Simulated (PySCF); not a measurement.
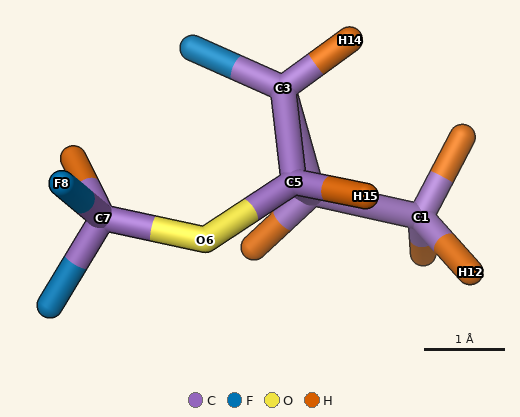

**Figure 1.** The structure as given in the input (stick view, seen at a tilt; atoms are numbered from 1 in the order of the input).

## Run report: C$_{5}$H$_{7}$F$_{3}$O, NMR shielding calculation

- system: C$_{5}$H$_{7}$F$_{3}$O
- method: GIAO PBE0/pcSseg-1 NMR shielding, non-relativistic, gas phase (PySCF 2.14.0)

The geometry comes from this level: GFN2-xTB, MD frame at 250 fs, 600 K. It belongs to a series of runs on one base structure; here: MD frame at 250 fs, 600 K. Figures and captions count atoms from 1; the log counts them from 0 in places.

## Input file
```
{"job": {"kind": "nmr", "xc": "PBE0", "basis": "pcSseg-1", "pop": false}, "charge": 0, "multiplicity": 1}
C     -2.076900     1.213700     1.484400
C     -1.229400     0.574600     0.458400
C     -1.208700    -0.915900     0.221800
F     -1.302100    -1.217300    -1.081300
C     -0.076600    -0.307300     0.905400
O      1.189100    -0.052600     0.281000
C      1.447000    -0.286600    -1.022300
F      2.358000    -1.292600    -1.008800
F      2.018600     0.772300    -1.599200
H     -2.617000     2.102100     1.130400
H     -2.850100     0.434100     1.761900
H     -1.486400     1.512500     2.467800
H     -0.823500     1.265900    -0.244700
H     -1.842000    -1.389400     0.893300
H      0.105000    -0.398600     2.035100
H      0.665400    -0.569700    -1.824300
```

The first line tells a small driver script what to run in PySCF; the rest is the geometry in Å.

Machine: 1 CPU thread, shared host.

Launched with:
```bash
OMP_NUM_THREADS=1 python <driver script> task.json out
```

## The program's output
```
coarse grid: 14120 points
cycle   1  E = -568.5247732666  dE =  1.545e+00  |g| = 9.521e-01  |ddm| = 3.477e+00
cycle   2  E = -568.3914967058  dE =  1.333e-01  |g| = 1.343e+00  |ddm| = 1.225e+00
cycle   3  E = -568.6782984332  dE = -2.868e-01  |g| = 5.855e-02  |ddm| = 7.331e-01
cycle   4  E = -568.6787152382  dE = -4.168e-04  |g| = 3.749e-02  |ddm| = 6.770e-02
cycle   5  E = -568.6790231403  dE = -3.079e-04  |g| = 8.506e-03  |ddm| = 3.599e-02
cycle   6  E = -568.6790340609  dE = -1.092e-05  |g| = 3.259e-03  |ddm| = 7.287e-03
cycle   7  E = -568.6790358324  dE = -1.772e-06  |g| = 4.363e-04  |ddm| = 2.445e-03
final grid: 139664 points
cycle   8  E = -568.7622100389  dE = -5.204e-05  |g| = 1.081e-02  |ddm| = 3.231e-02
cycle   9  E = -568.7621872421  dE =  2.280e-05  |g| = 1.578e-02  |ddm| = 1.716e-02
cycle  10  E = -568.7622322228  dE = -4.498e-05  |g| = 1.089e-03  |ddm| = 1.015e-02
cycle  11  E = -568.7622324367  dE = -2.139e-07  |g| = 3.100e-04  |ddm| = 9.834e-04
cycle  12  E = -568.7622324506  dE = -1.389e-08  |g| = 1.105e-04  |ddm| = 2.287e-04
cycle  13  E = -568.7622324523  dE = -1.694e-09  |g| = 2.362e-05  |ddm| = 7.108e-05
cycle  14  E = -568.7622324524  dE = -9.618e-11  |g| = 6.230e-06  |ddm| = 2.320e-05
```

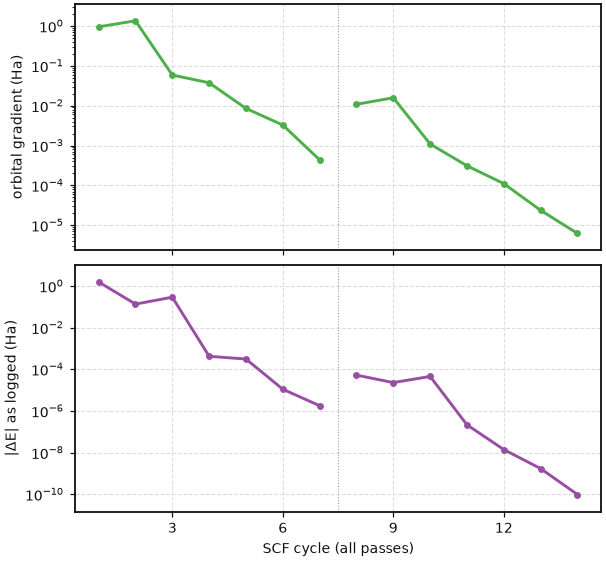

**Figure 2.** Convergence of the self-consistent field: orbital gradient and size of the energy change against the SCF cycle. The dotted line marks the change from a coarse to the final integration grid. The first 7 cycles use a coarse grid, the final grid takes over at cycle 8, and the field converges after 14 cycles in all.

```
converged SCF energy = -568.7622324524

GIAO shielding tensors (ppm)
atom      isotropic    diamagn.    paramagn.     s11        s22        s33       span
  0 C      157.989     244.331     -86.342    137.038    153.514    183.414     46.377
  1 C      169.958     257.838     -87.880    139.711    146.780    223.385     83.674
  2 C      101.841     246.404    -144.563     65.026     77.979    162.519     97.493
  3 F      416.547     473.173     -56.626    374.864    412.528    462.249     87.384
  4 C      103.568     247.091    -143.523     66.792    100.082    143.830     77.038
  5 O      210.741     397.675    -186.934    145.492    197.626    289.105    143.613
  6 C       65.518     240.453    -174.934     46.187     70.732     79.637     33.450
  7 F      250.786     471.136    -220.350    155.530    254.555    342.271    186.741
  8 F      259.899     471.986    -212.087    168.711    279.738    331.248    162.538
  9 H       29.005      27.071       1.935     24.845     26.205     35.967     11.121
 10 H       29.678      26.999       2.679     24.279     28.410     36.347     12.069
 11 H       28.277      26.179       2.098     23.197     26.813     34.820     11.623
 12 H       30.945      34.258      -3.313     23.449     31.995     37.390     13.942
 13 H       28.833      32.313      -3.479     24.318     29.365     32.816      8.498
 14 H       26.841      29.960      -3.119     21.268     27.468     31.787     10.520
 15 H       23.512      27.853      -4.340     18.815     23.444     28.278      9.463
```

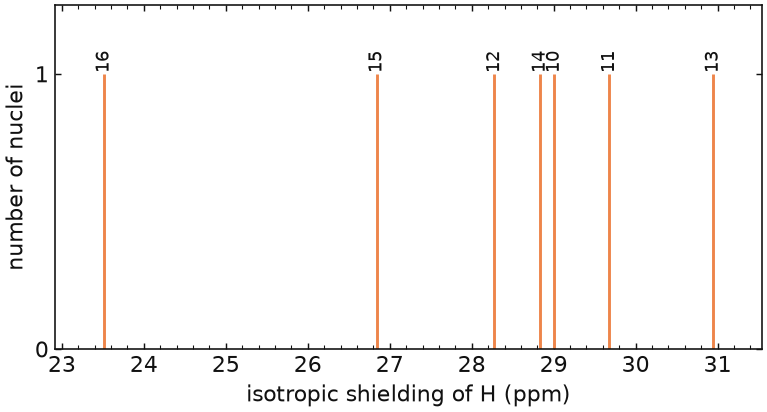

**Figure 3.** Isotropic shieldings of the hydrogen nuclei in this fixed geometry, labelled by atom number; shielding grows to the right, so chemical shift grows to the left. The least shielded is H16 (23.5 ppm), the most shielded H13 (30.9 ppm).

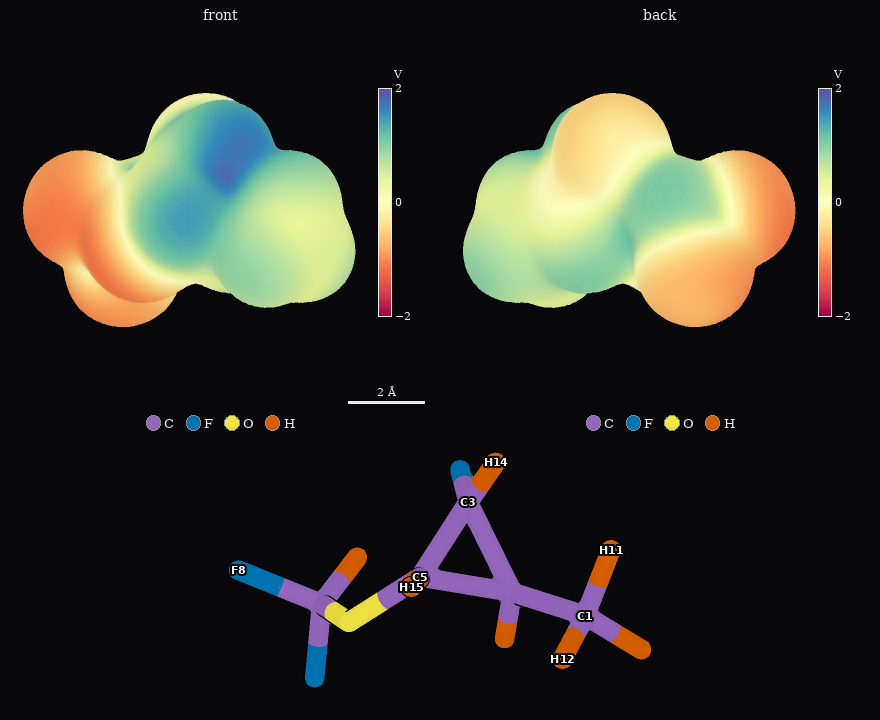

**Figure 4.** The electrostatic potential painted on the density surface at 0.002 e/bohr³, seen at a tilt and from behind; red is negative and blue positive. The bare structure is drawn below in the same view. Its dipole moment is 3.82 D.

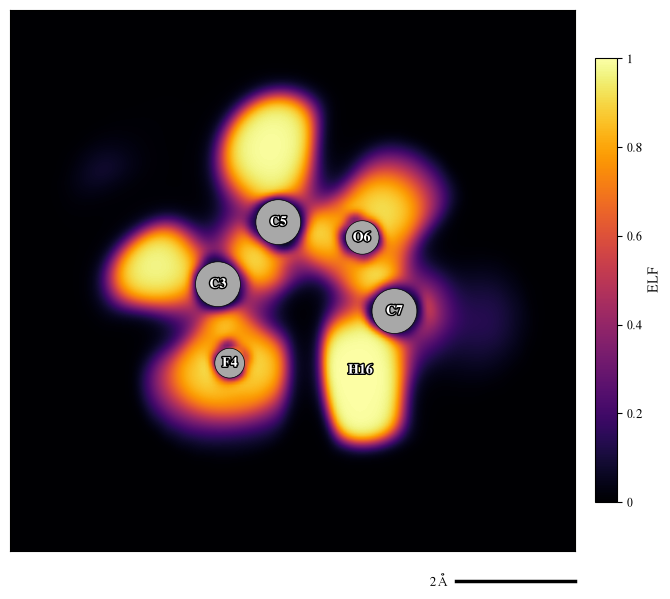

**Figure 5.** Electron localisation function on the plane of atoms C5, O6 and C7. Grey discs, where drawn, cover atomic cores. Atoms in the plane: C, F, O and H. C–C (1.46 Å): the ELF peaks at about 0.90 between the atoms, which marks a shared electron pair.

## Key numbers

```json
{"quantity": "outcome", "value": "converged"}
{"quantity": "total energy", "value": "−568.762232 hartree"}
{"quantity": "HOMO", "value": "−7.62 eV"}
{"quantity": "LUMO", "value": "0.70 eV"}
{"quantity": "dipole moment", "value": "3.82 D"}
{"quantity": "isotropic shielding, C", "value": "65.5 to 170.0 ppm"}
{"quantity": "isotropic shielding, F", "value": "250.8 to 416.5 ppm"}
{"quantity": "isotropic shielding, O", "value": "210.7 ppm"}
{"quantity": "isotropic shielding, H", "value": "23.5 to 30.9 ppm"}
{"quantity": "wall time", "value": "1.7 min"}
{"quantity": "peak memory", "value": "0.92 GiB"}
```
